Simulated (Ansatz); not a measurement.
Input file:

```
crystal:
  periodic: [false, false, false]
  atoms:
    - {symbol: In, position_ang: [1.570655, 0.716909, -1.245226]}
    - {symbol: In, position_ang: [-1.836143, 1.051915, -0.606985]}
    - {symbol: In, position_ang: [0.164449, 1.060669, 1.921918]}
    - {symbol: In, position_ang: [-0.546467, -2.007977, 0.438361]}
    - {symbol: P, position_ang: [0.256181, 2.535032, -0.211754]}
    - {symbol: P, position_ang: [-1.984668, -0.350580, 1.571309]}
    - {symbol: Cl, position_ang: [-0.168738, -4.286171, 0.145930]}
    - {symbol: Cl, position_ang: [-3.592243, 1.482965, -2.105203]}
    - {symbol: Cl, position_ang: [1.217878, 1.505321, 3.972993]}
    - {symbol: Cl, position_ang: [3.361837, 0.255044, -2.658382]}
    - {symbol: Cl, position_ang: [1.896718, -0.976120, 0.803289]}
    - {symbol: Cl, position_ang: [-0.339480, -0.987007, -2.026259]}
basis:
  gaussian: {orbitals: def2-SVP, initial_orbitals: start.molden}
hamiltonian: {xc: pbe0, dispersion: d4}
scf: {omitted_lower_state_checks: [starts]}
output: {orbitals: {seedname: orbitals}}
```

Launched as:

```sh
ansatz run in.yaml --threads 4 --pin off --events-out ev --progress --plain --max-ram 6963MiB
```

Geometry: r2SCAN-D4/def2-SVP; core potentials replace the inner electrons of In.

Theory: RKS PBE0-D4/def2-SVP (Ansatz 0.2.0).

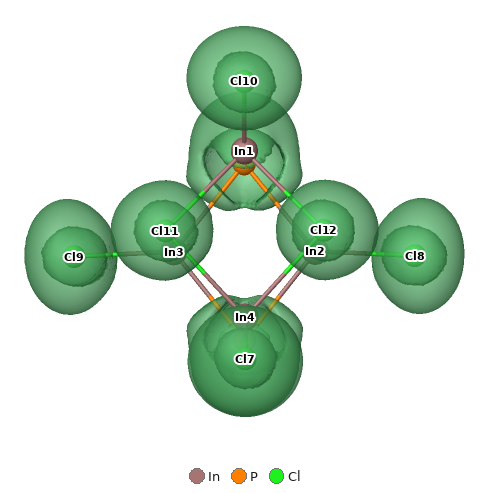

Cl6In4P2. Isosurface of the ELF at 0.75 (green), seen from one side. Core shells and regions of very low density are left out.

Where are the electrons localised?

The surface consists of six regions wrapped around Cl (the valence shell of each) and two regions wrapped around P (the valence shell of each). Profiles from the grid: In–Cl (2.33 Å): the ELF peaks at about 0.80 in the valence shell of Cl, 0.8 Å from its nucleus, and drops to about 0.15 between the two atoms. In–P (2.47 Å): the ELF peaks at about 0.80 in the valence shell of P, 1.0 Å from its nucleus, and drops to about 0.20 between the two atoms.
